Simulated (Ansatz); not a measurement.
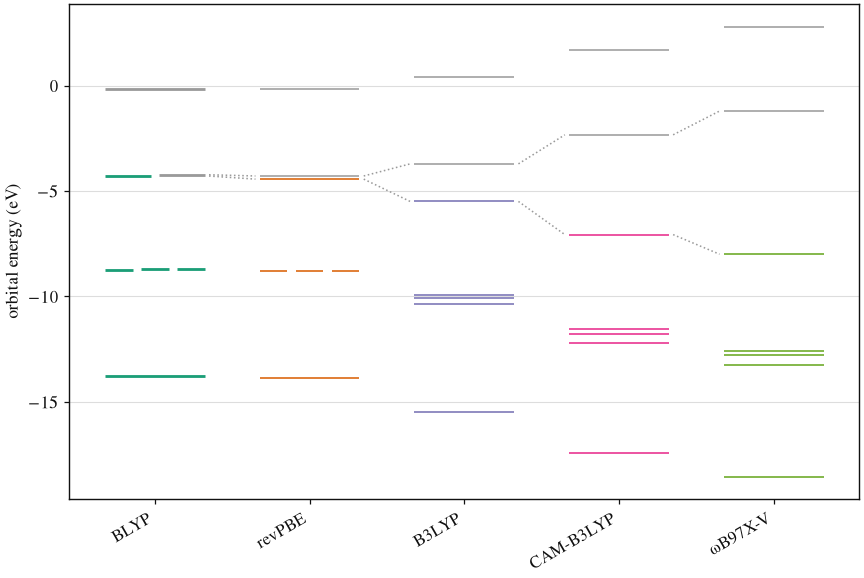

Frontier orbital energies (alpha spin) of AsO, doublet at one geometry, def2-TZVPP, the Ansatz code 0.2.0, at a PBE0-D4/def2-TZVP geometry (a minimum by its frequencies). Empty levels are grey, levels within 0.1 eV stand side by side; all columns show the same few orbitals around the gap. Dotted lines join the HOMOs and the LUMOs. HOMO and LUMO mean the alpha set's.

### How do the frontier levels move from column to column?

The separation grows from 0.06 eV (BLYP) to 6.79 eV (ωB97X-V).

| level | HOMO (eV) | LUMO (eV) | separation (eV) |
| --- | --- | --- | --- |
| BLYP | −4.29 | −4.23 | 0.06 |
| revPBE | −4.44 | −4.29 | 0.15 |
| B3LYP | −5.50 | −3.72 | 1.78 |
| CAM-B3LYP | −7.07 | −2.34 | 4.73 |
| ωB97X-V | −8.00 | −1.21 | 6.79 |

Limits of at least one run: empty levels above zero depend strongly on the basis; no scalar relativity up to krypton.
